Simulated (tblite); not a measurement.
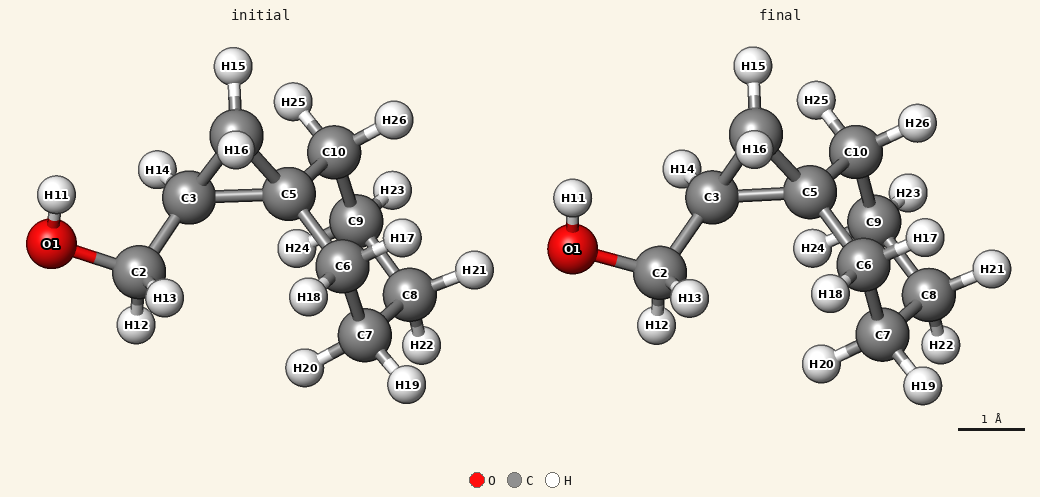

The structure of C9H16O before (left) and after (right) a relaxation, at one scale.

A ball-and-stick model, seen at a tilt.

All numbers below come from tblite, GFN2-xTB geometry optimisation, gas phase. 

> Summarise the run.

Over 60 geometry steps the energy falls by 2.64 kcal/mol. The atom that moves furthest after the best rigid fit is an H atom (0.11 Å). By element the largest moves are H 0.11 Å, O 0.08 Å, C 0.05 Å. Among the contacts that change: C–C 1.532 → 1.505 Å, C–C 1.484 → 1.511 Å, C–H 1.073 → 1.099 Å, C–O 1.436 → 1.412 Å. Among the angles between lasting bonds that change: O–C–C 108.2° → 111.6°, C–C–H 114.1° → 110.7°, C–O–H 105.6° → 108.2°.
